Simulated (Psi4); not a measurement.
# wB97X-V/def2-TZVP (core potential) run of SnH4S (Sn(SH)H3)

What is the energy change on altering one bond length of SnH4S (Sn(SH)H3) at wB97X-V/def2-TZVP (core potential)? 

The results are computed with Psi4 1.11.

2 further runs of the same task are left out: 2 set aside as unsound or not needed.

### Step 1. Starting point

SnH4S has 6 atoms, charge 0, and is taken as a singlet. SMILES: `[H][Sn]([H])([H])[SH]`. The shape comes from GFN2-xTB, which is rough for such elements, and wasn't checked as a minimum.

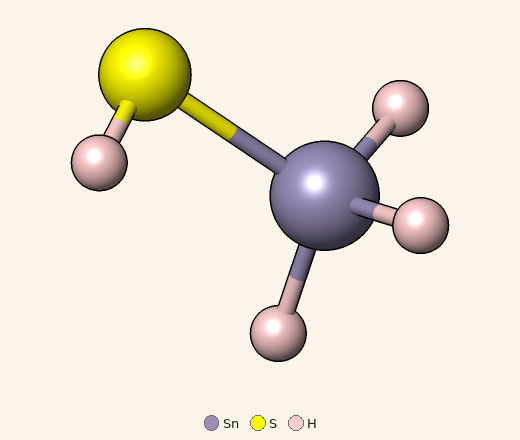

The structure, seen from a chosen angle (tin purple, sulfur yellow, hydrogen pink).

### Step 2. The energy at wB97X-V/def2-TZVP (core potential)

Contents of h4ssn.py:

```python
import psi4

psi4.set_memory(1600000000)
psi4.set_num_threads(1)
psi4.core.set_output_file('run.log', False)

geom = psi4.geometry("""
0 1
Sn     0.37854994    -0.02369717    -1.03477623
S      0.47929124     0.01632723     3.47847557
H     -2.00201365     0.12372037     3.77584287
H      3.36673606    -0.02573807    -2.00721040
H     -1.12172253     2.53331015    -2.13514486
H     -1.10084106    -2.62392252    -2.07716806
units au
symmetry c1
""")

psi4.set_options({
    'puream': True,
    'e_convergence': 1e-09,
    'd_convergence': 1e-08,
    'scf_type': 'pk',
    'dft_radial_points': 99,
    'dft_spherical_points': 590,
})

E = psi4.energy("wb97x-v/def2-TZVP")
print(f'total energy {E:.8f} hartree = {E * 27.211386:.5f} eV')
for k, v in sorted(psi4.core.scalar_variables().items()):
    print(f'{k:45s} {v:18.10f}')
```

The run is started by

```bash
$ python h4ssn.py
```

run.log:

```text
[...]
    !!!  WARNING: ECP capability is in beta. Please check occupations closely.  !!!
[...]
  Running in c1 symmetry.
[...]
  Nuclear repulsion =  117.999332275862997
[...]
  Multiplicity = 1
[...]
  Nalpha       = 21
  Nbeta        = 21
[...]
    Number of basis functions: 111
[...]
 WARNING: Atomic UHF is not converging! Try casting from a smaller basis or call Rob at CCMST.
   -------------------------
[...]
   @RKS iter   1:  -614.70979372855027   -1.50730e+00   5.16897e-03 DIIS/ADIIS
[...]
   @RKS iter  11:  -614.82977324869387   -9.43601e-12   6.05545e-09 DIIS
[...]
    Orbital Energies [Eh]
    ---------------------
    Doubly Occupied:
       1A    -88.850490     2A     -8.030927     3A     -5.986141
       4A     -5.983331     5A     -5.978147     6A     -5.219233
       7A     -3.567912     8A     -3.565336     9A     -3.564882
      10A     -1.154695    11A     -1.153328    12A     -1.152718
      13A     -1.147420    14A     -1.147370    15A     -0.848230
      16A     -0.645067    17A     -0.510269    18A     -0.444682
      19A     -0.437184    20A     -0.407060    21A     -0.354663
[...]
  @RKS Final Energy:  -614.82977324869387
   => Energetics <=
    Nuclear Repulsion Energy =            117.9993322758629972
    One-Electron Energy =               -1163.9408182403785759
    Two-Electron Energy =                 463.4736373297871523
    DFT Exchange-Correlation Energy =     -32.5266782551082869
    Empirical Dispersion Energy =           0.0000000000000000
    VV10 Nonlocal Energy =                  0.1647536411430091
    Total Energy =                       -614.8297732486937548
[...]
 Multipole Moments:
 ------------------------------------------------------------------------------------
     Multipole            Electronic (a.u.)      Nuclear  (a.u.)        Total (a.u.)
 ------------------------------------------------------------------------------------
 L = 1.  Multiply by 2.5417464519 to convert [e a0] to [Debye]
 Dipole X            :          0.6785500           -0.9838594           -0.3053094
 Dipole Y            :         -0.3567350            0.3700794            0.0133444
 Dipole Z            :        -35.0741098           34.5741489           -0.4999609
 Magnitude           :                                                    0.5859632
[...]
```

On the terminal:

```text
total energy -614.82977325 hartree = -16730.37028 eV
CURRENT ENERGY                                   -614.8297732487
CURRENT REFERENCE ENERGY                         -614.8297732487
DD SOLVATION ENERGY                                 0.0000000000
DFT FUNCTIONAL TOTAL ENERGY                      -614.8297732487
DFT TOTAL ENERGY                                 -614.8297732487
DFT VV10 ENERGY                                     0.1647536411
DFT XC ENERGY                                     -32.5266782551
GRID ELECTRONS ALPHA                               20.9999996934
GRID ELECTRONS BETA                                20.9999996934
GRID ELECTRONS TOTAL                               41.9999993868
NUCLEAR REPULSION ENERGY                          117.9993322759
ONE-ELECTRON ENERGY                             -1163.9408182404
PCM POLARIZATION ENERGY                             0.0000000000
PE ENERGY                                           0.0000000000
SCF ITERATION ENERGY                             -614.8297732487
SCF ITERATIONS                                     11.0000000000
SCF TOTAL ENERGY                                 -614.8297732487
TWO-ELECTRON ENERGY                               463.4736373298
XC GRID RADIAL POINTS                              99.0000000000
XC GRID SPHERICAL POINTS                          590.0000000000
XC GRID TOTAL POINTS                           335086.0000000000
```

It took 51 s on 1 thread of AMD EPYC 9R45 (Zen 5), shared host; peak memory 0.79 GiB.

### Step 3. The distorted shape at the same level

Contents of run.py:

```python
import numpy as np
from ase.calculators.psi4 import Psi4
from ase import Atoms

a = Atoms(['Sn', 'S', 'H', 'H', 'H', 'H'], positions=[
    [1.153023, -1.636291, 0.151176],
    [1.206333, -1.615111, 2.539486],
    [-0.106717, -1.558281, 2.696846],
    [2.734303, -1.637371, -0.363414],
    [-0.593590, 1.340570, -1.129870],
    [0.370163, -3.012271, -0.400434],
])
calc = Psi4(atoms=a, method='wb97x-v', basis='def2-TZVP', memory='1600MB', num_threads=1, charge=0, multiplicity=1, label='psi4-calc')
calc.psi4.set_options({'puream': True, 'e_convergence': 1e-09, 'd_convergence': 1e-08, 'scf_type': 'pk', 'dft_radial_points': 99, 'dft_spherical_points': 590})
a.calc = calc

print(f'energy: {a.get_potential_energy():.6f} eV')
```

The run is started by

```bash
$ python run.py
```

psi4-calc.dat:

```text
[...]
    !!!  WARNING: ECP capability is in beta. Please check occupations closely.  !!!
[...]
  Running in c1 symmetry.
[...]
  Nuclear repulsion =  113.167331416139248
[...]
  Multiplicity = 1
[...]
  Nalpha       = 21
  Nbeta        = 21
[...]
    Number of basis functions: 111
[...]
 WARNING: Atomic UHF is not converging! Try casting from a smaller basis or call Rob at CCMST.
   -------------------------
[...]
   @RKS iter   1:  -614.24108916230330   -1.07877e+00   6.36379e-03 DIIS/ADIIS
[...]
   @RKS iter  13:  -614.66295524580892   -3.87672e-11   8.05852e-09 DIIS
[...]
    Orbital Energies [Eh]
    ---------------------
    Doubly Occupied:
       1A    -88.883503     2A     -8.063355     3A     -6.018268
       4A     -6.015935     5A     -6.010780     6A     -5.262508
       7A     -3.613036     8A     -3.608235     9A     -3.606079
      10A     -1.196097    11A     -1.194133    12A     -1.193853
      13A     -1.189619    14A     -1.188539    15A     -0.876386
      16A     -0.654564    17A     -0.533392    18A     -0.468340
      19A     -0.440073    20A     -0.392478    21A     -0.291442
[...]
  @RKS Final Energy:  -614.66295524580892
   => Energetics <=
    Nuclear Repulsion Energy =            113.1673314161392483
    One-Electron Energy =               -1152.9092014436487261
    Two-Electron Energy =                 457.3241910368644199
    DFT Exchange-Correlation Energy =     -32.4109550031340987
    Empirical Dispersion Energy =           0.0000000000000000
    VV10 Nonlocal Energy =                  0.1656787479701765
    Total Energy =                       -614.6629552458089165
[...]
 Multipole Moments:
 ------------------------------------------------------------------------------------
     Multipole            Electronic (a.u.)      Nuclear  (a.u.)        Total (a.u.)
 ------------------------------------------------------------------------------------
 L = 1.  Multiply by 2.5417464519 to convert [e a0] to [Debye]
 Dipole X            :          2.7193329           -2.2954094            0.4239235
 Dipole Y            :         -3.8909147            2.6054357           -1.2854789
 Dipole Z            :        -33.3092231           33.6121981            0.3029750
 Magnitude           :                                                    1.3870693
[...]
```

Standard output:

```text
energy: -16725.830950 eV
```

It took 54 s on 1 thread of AMD EPYC 9R45 (Zen 5), shared host; peak memory 0.8 GiB.

### Step 4. Results

At wB97X-V/def2-TZVP (core potential):

```
                                                          quantity          value
                                         first shape: total energy  -614.82977 Eh
                                        first shape: dipole moment         1.49 D
                                          first shape: HOMO energy       -9.65 eV
                                          first shape: LUMO energy        1.34 eV
                                        first shape: HOMO–LUMO gap       10.99 eV
                                     distorted shape: total energy  -614.66296 Eh
                                    distorted shape: dipole moment         3.53 D
                                      distorted shape: HOMO energy       -7.93 eV
                                      distorted shape: LUMO energy       -2.49 eV
                                    distorted shape: HOMO–LUMO gap        5.44 eV
energy change with the Sn1–H5 bond stretched from 1.673 to 3.681 Å       4.539 eV
```

With the Sn1–H5 bond stretched from 1.673 to 3.681 Å the energy rises by 4.54 eV (105 kcal/mol). The first shape isn't relaxed at this level, so the change isn't measured from a minimum. A restricted reference can't describe the breaking bond well at this length.
